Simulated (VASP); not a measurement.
Consider GeCSe$_{3}$.

```
Ge C Se
1.0
     4.48211    0.00000    0.00000
     0.00000    4.48211    0.00000
     0.00000    0.00000    4.48211
Ge C Se
1 1 3
Direct
  0.00000 0.00000 0.00000
  0.50000 0.50000 0.50000
  0.50000 0.50000 0.00000
  0.50000 0.00000 0.50000
  0.00000 0.50000 0.50000
```

Space group Pm-3m; a generated structure, not necessarily the stable one; computed pressure about −3 GPa in this cell.

All numbers below come from Kohn-Sham DFT of a periodic cell, PBEsol, VASP PAW PBE potentials, recommended in VASP.

> What can the converged valence pseudo-density and electron localisation function tell about the bonding?

C–Se (2.24 Å): the density is about 0.53 e/Å³ at the midpoint; the ELF peaks at about 0.80 in the valence shell of C, 0.7 Å from its nucleus, and drops to about 0.60 between the two atoms.
Ge–Se (3.17 Å): the density is about 0.15 e/Å³ at the midpoint; the ELF is about 0.30 at the midpoint.

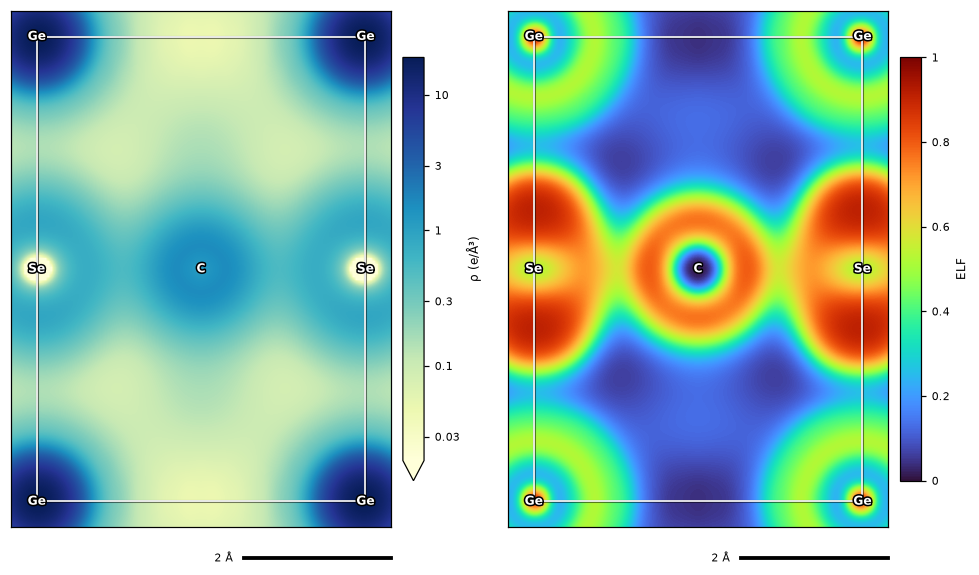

Computed valence pseudo-density and electron localisation function on the (101) plane of the conventional cell, in this order. 
